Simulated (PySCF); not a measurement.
**One shape, several levels: N2H3 (hydrazinyl radical)**

Aim: a comparison of 6 runs (U-wB97X/def2-TZVP, UB2PLYP/def2-TZVP, UB3LYP/def2-TZVP, UBHLYP/def2-TZVP, UCAM-B3LYP/def2-TZVP, UPBE0/def2-TZVP) of N2H3 (hydrazinyl radical). Input form: a Python script.

The calculation is run with PySCF 2.14.0.

2 further runs of the same task are left out: 2 set aside as unsound or not needed. Runs told in other sessions of the task aren't counted.

### 1 The system as given

N2H3: 5 atoms, total charge 0, spin state doublet. SMILES: `[NH]N`. The coordinates come from a GFN2-xTB relaxation. This is one conformer, not always the lowest.

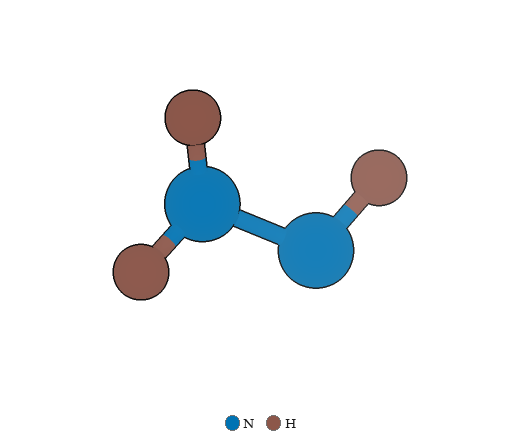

The structure, seen from a chosen angle (nitrogen blue, hydrogen brown).

### 2 The energy at U-wB97X/def2-TZVP (run 1)

input.py

```python
from pyscf import gto, dft

system = gto.M(
    atom='''
N     -0.330645    -1.522137     0.845199
N     -0.238616     0.476154    -0.691413
H      1.420602    -1.869223     1.570532
H     -1.971117     1.091884    -1.206968
H      1.119757     1.823302    -0.517350
''',
    spin=1,
    verbose=4,
    max_memory=1860,
    basis='def2-tzvp',
    unit='bohr',
)

mf = dft.UKS(system, xc='wb97x')
mf.conv_tol = 1e-10
mf.grids.level = 5
mf.kernel()
if not mf.converged:
    mf = mf.newton().run(mf.mo_coeff, mf.mo_occ)

etot = mf.e_tot
print('E(%s) = %.9f' % ('WB97X', etot))
```

On the command line:

```sh
$ OMP_NUM_THREADS=1 python input.py
```

What it wrote:

```text
PySCF version 2.14.0

[INPUT] num. atoms = 5
[INPUT] num. electrons = 17
[INPUT] charge = 0
[INPUT] spin (= nelec alpha-beta = 2S) = 1
[INPUT] symmetry False subgroup None
[INPUT] Mole.unit = bohr
[INPUT] Symbol           X                Y                Z      unit          X                Y                Z       unit  Magmom
[INPUT]  1 N     -0.174969798905  -0.805480212298   0.447260049492 AA   -0.330645000000  -1.522137000000   0.845199000000 Bohr   0.0
[INPUT]  2 N     -0.126270149361   0.251969845688  -0.365880002934 AA   -0.238616000000   0.476154000000  -0.691413000000 Bohr   0.0
[INPUT]  3 H      0.751750204187  -0.989150213728   0.831089743421 AA    1.420602000000  -1.869223000000   1.570532000000 Bohr   0.0
[INPUT]  4 H     -1.043070196457   0.577800129768  -0.638699959910 AA   -1.971117000000   1.091884000000  -1.206968000000 Bohr   0.0
[INPUT]  5 H      0.592549886168   0.964849867025  -0.273769830069 AA    1.119757000000   1.823302000000  -0.517350000000 Bohr   0.0

[... 40 lines left out ...]
WARN: HOMO -0.134823203753214 >= LUMO -0.134823203753218
[... 58 lines left out ...]
converged SCF energy = -111.244784097372  <S^2> = 0.75476509  2S+1 = 2.0047594
E(WB97X) = -111.244784097
```

Wall time 23 s (1 thread of Arm Neoverse V1, shared host); peak memory 0.39 GiB.

### 3 A single-point energy at UB2PLYP/def2-TZVP (run 2)

input.xyz

```xyz
5
H3N2
N     -0.174970    -0.805480     0.447260
N     -0.126270     0.251970    -0.365880
H      0.751750    -0.989150     0.831090
H     -1.043070     0.577800    -0.638700
H      0.592550     0.964850    -0.273770
```

run.py

```python
from pyscf import gto, dft, mp

mol = gto.M(
    atom='input.xyz',
    basis='def2-tzvp',
    verbose=4,
    spin=1,
    max_memory=1860,
)

mf = dft.UKS(mol, xc='0.53*HF + 0.47*B88, 0.73*LYP')
mf.conv_tol = 1e-10
mf.grids.level = 5
mf.kernel()
if not mf.converged:
    mf = mf.newton().run(mf.mo_coeff, mf.mo_occ)

pt = mp.MP2(mf, frozen=2).run()
e_final = mf.e_tot + 0.27 * pt.e_corr
print('PT2 part  %.8f' % (0.27 * pt.e_corr))
print('E(%s) = %.9f' % ('B2PLYP', e_final))
```

On the command line:

```sh
$ OMP_NUM_THREADS=1 python run.py
```

What it wrote:

```text
PySCF version 2.14.0

[INPUT] num. atoms = 5
[INPUT] num. electrons = 17
[INPUT] charge = 0
[INPUT] spin (= nelec alpha-beta = 2S) = 1
[INPUT] symmetry False subgroup None
[INPUT] Mole.unit = angstrom
[INPUT] Symbol           X                Y                Z      unit          X                Y                Z       unit  Magmom
[INPUT]  1 N     -0.174970000000  -0.805480000000   0.447260000000 AA   -0.330645380015  -1.522136598815   0.845198906473 Bohr   0.0
[INPUT]  2 N     -0.126270000000   0.251970000000  -0.365880000000 AA   -0.238615717749   0.476154291607  -0.691412994456 Bohr   0.0
[INPUT]  3 H      0.751750000000  -0.989150000000   0.831090000000 AA    1.420601614142  -1.869222596114   1.570532484865 Bohr   0.0
[INPUT]  4 H     -1.043070000000   0.577800000000  -0.638700000000 AA   -1.971116628750   1.091883754774  -1.206968075760 Bohr   0.0
[INPUT]  5 H      0.592550000000   0.964850000000  -0.273770000000 AA    1.119757215111   1.823302251287  -0.517350321122 Bohr   0.0

[... 100 lines left out ...]
converged SCF energy = -111.055641792219  <S^2> = 0.75844092  2S+1 = 2.0084232
[... 1 line left out ...]
******** <class 'pyscf.mp.ump2.UMP2'> ********
nocc = (np.int64(7), np.int64(6)), nmo = (78, 78)
frozen orbitals 2
E(UMP2) = -111.531189119995  E_corr = -0.475547327775625
E(SCS-UMP2) = -111.524368342625  E_corr = -0.468726550406292
E_corr(same-spin) = -0.117611818758989
E_corr(oppo-spin) = -0.357935509016635
PT2 part  -0.12839778
E(B2PLYP) = -111.184039571
```

It took 18 s on 1 thread of Arm Neoverse V1, shared host; peak memory 0.39 GiB.

Run 3 isn't shown in full; the table further down has it.

### 4 The energy at UBHLYP/def2-TZVP (run 4)

run.py

```python
from pyscf import gto, dft

system = gto.M(
    atom=[
    ('N', (-0.174970, -0.805480, 0.447260)),
    ('N', (-0.126270, 0.251970, -0.365880)),
    ('H', (0.751750, -0.989150, 0.831090)),
    ('H', (-1.043070, 0.577800, -0.638700)),
    ('H', (0.592550, 0.964850, -0.273770)),
],
    verbose=4,
    charge=0,
    basis='def2-tzvp',
    spin=1,
    max_memory=1860,
)

mf = dft.UKS(system)
mf.xc = 'bhandhlyp'
mf.grids.level = 5
mf.conv_tol = 1e-10
mf.kernel()
if not mf.converged:
    mf = mf.newton().run(mf.mo_coeff, mf.mo_occ)

e_final = mf.e_tot
print('Final energy', e_final)
```

On the command line:

```sh
$ OMP_NUM_THREADS=1 python run.py
```

What it wrote:

```text
PySCF version 2.14.0

[INPUT] num. atoms = 5
[INPUT] num. electrons = 17
[INPUT] charge = 0
[INPUT] spin (= nelec alpha-beta = 2S) = 1
[INPUT] symmetry False subgroup None
[INPUT] Mole.unit = angstrom
[INPUT] Symbol           X                Y                Z      unit          X                Y                Z       unit  Magmom
[INPUT]  1 N     -0.174970000000  -0.805480000000   0.447260000000 AA   -0.330645380015  -1.522136598815   0.845198906473 Bohr   0.0
[INPUT]  2 N     -0.126270000000   0.251970000000  -0.365880000000 AA   -0.238615717749   0.476154291607  -0.691412994456 Bohr   0.0
[INPUT]  3 H      0.751750000000  -0.989150000000   0.831090000000 AA    1.420601614142  -1.869222596114   1.570532484865 Bohr   0.0
[INPUT]  4 H     -1.043070000000   0.577800000000  -0.638700000000 AA   -1.971116628750   1.091883754774  -1.206968075760 Bohr   0.0
[INPUT]  5 H      0.592550000000   0.964850000000  -0.273770000000 AA    1.119757215111   1.823302251287  -0.517350321122 Bohr   0.0

[... 98 lines left out ...]
converged SCF energy = -111.209791377247  <S^2> = 0.75759661  2S+1 = 2.0075822
Final energy -111.20979137724703
```

Wall time 18 s (1 thread of Arm Neoverse V1, shared host); peak memory 0.39 GiB.

Run 5 isn't shown in full; the table further down has it.

### 5 A single-point energy at UPBE0/def2-TZVP (run 6)

job.py

```python
# hydrazinyl radical
from pyscf import gto, dft

molecule = gto.M(
    atom=[
    ('N', (-0.174970, -0.805480, 0.447260)),
    ('N', (-0.126270, 0.251970, -0.365880)),
    ('H', (0.751750, -0.989150, 0.831090)),
    ('H', (-1.043070, 0.577800, -0.638700)),
    ('H', (0.592550, 0.964850, -0.273770)),
],
    verbose=3,
    basis='def2-tzvp',
    max_memory=1860,
    spin=1,
)

mf = dft.UKS(molecule)
mf.xc = 'pbe0'
mf.grids.level = 5
mf.conv_tol = 1e-10
mf.kernel()
if not mf.converged:
    mf = mf.newton().run(mf.mo_coeff, mf.mo_occ)

energy = mf.e_tot
print('Final energy', energy)
```

On the command line:

```sh
$ OMP_NUM_THREADS=1 python job.py
```

What it wrote:

```text
WARN: HOMO -0.156498980509848 >= LUMO -0.156498980509845

converged SCF energy = -111.149402775686  <S^2> = 0.75468663  2S+1 = 2.0046812
Final energy -111.14940277568567
```

It took 16 s on 1 thread of Arm Neoverse V1, shared host; peak memory 0.39 GiB.

### 6 The series

```
run                 level  frozen core orbitals  energy (Eh)  dipole moment (D)  HOMO energy (eV)  LUMO energy (eV)  wall time
  1     U-wB97X/def2-TZVP                     –  -111.244784               2.66             -7.82              1.68       23 s
  2     UB2PLYP/def2-TZVP                     2  -111.184040               2.54             -6.98              1.25       18 s
  3      UB3LYP/def2-TZVP                     –  -111.280544               2.62             -5.09             -1.02       16 s
  4      UBHLYP/def2-TZVP                     –  -111.209791               2.56             -6.97              0.80       18 s
  5  UCAM-B3LYP/def2-TZVP                     –  -111.228701               2.64             -6.86              0.58       22 s
  6       UPBE0/def2-TZVP                     –  -111.149403               2.60             -5.37             -0.57       16 s
```

### 7 Results

| quantity | value |
| --- | --- |
| run 6: total energy | -111.14940 Eh |
| run 6: dipole moment | 2.60 D |
| run 6: HOMO energy (highest over α and β) | -5.37 eV |
| run 6: LUMO energy (lowest over α and β) | -0.57 eV |
| run 6: ⟨S²⟩ | 0.755 |

What this shows: The dipole moment (its size) runs from 2.54 D (UB2PLYP/def2-TZVP) to 2.66 D (U-wB97X/def2-TZVP). A double hybrid's value is that of its SCF part. Totals of different functionals can't be ranked against each other. All runs together took 1.9 min, the longest 23 s.
